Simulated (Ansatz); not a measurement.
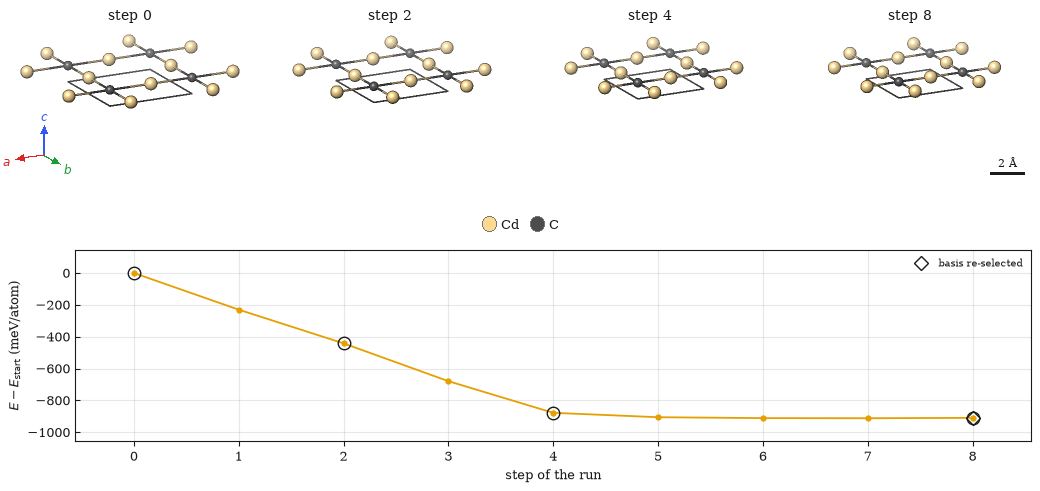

Frames of a relaxation of a free-standing layer of Cd2C (a generated structure, set up in P4/mmm) (coarse preliminary run), marked on the history of the run. A ball-and-stick model of the cell of the calculation, outlined in the plane, without the vacuum, seen from a free direction.

Computed with DFT PBE, scalar-relativistic, plane waves, PAW in Ansatz.

Input file:
```yaml
crystal:
  lattice:
    - [5.439659, 0.0, 0.0]
    - [0.0, 5.439659, 0.0]
    - [0.0, 0.0, 14.0]
  atoms:
    - { symbol: Cd, position: [0.5, 0.0, 0.5] }
    - { symbol: Cd, position: [0.0, 0.5, 0.5] }
    - { symbol: C, position: [0.0, 0.0, 0.5] }
  periodic: [true, true, false]
basis:
  ecutwfc: 420
kpoints:
  mp_grid: { grid: [4, 4, 1] }
hamiltonian:
  xc: pbe
scf:
  occupations: { method: gaussian, width: 0.1 }
  lower_state_search: "off"
output:
  forces: true
  stress: true
  eigenvalues: true
relax:
  adjacent_minimum: "off"
  f_tol: 0.04
  max_steps: 70
  cell: { stress_2d_tol: 0.16 }
```

Run as
```bash
ansatz run input.yaml --threads 1 --pin off --max-ram 2048MiB --backend cpu --events-out ev --progress --plain --runs-dir out
```

What happens along the run?

Answer. Over 7 accepted moves (8 points after the start) the energy falls by 909 meV per atom. All forces vanish by symmetry, so only the cell relaxes. At 1 point the geometry stayed and the basis and grid were re-selected for the new cell (energy shift of 2.4 meV per atom at most each time). No atom moves by more than 0.005 Å relative to the cell and the layer's centre. In the plane the drawn cell goes a 5.440 → 4.231 Å (−22.2 %), b 5.440 → 4.231 Å (−22.2 %). Near-neighbour distances that change, for instance: Cd1–C3 2.720 → 2.115 Å. The program noted that it reset the height of the cell. From step 0 to 2: energy −442 meV per atom. From step 2 to 4: energy −436 meV per atom. From step 4 to 8: energy −31.7 meV per atom.

```
step  E − E(0), meV/atom                      note
   0                0.00                          
   1             -230.22                          
   2             -441.73                          
   3             -679.20                          
   4             -877.77                          
   5             -905.45                          
   6             -911.07                          
   7             -911.79                          
   8             -909.43  same geometry, new basis
```
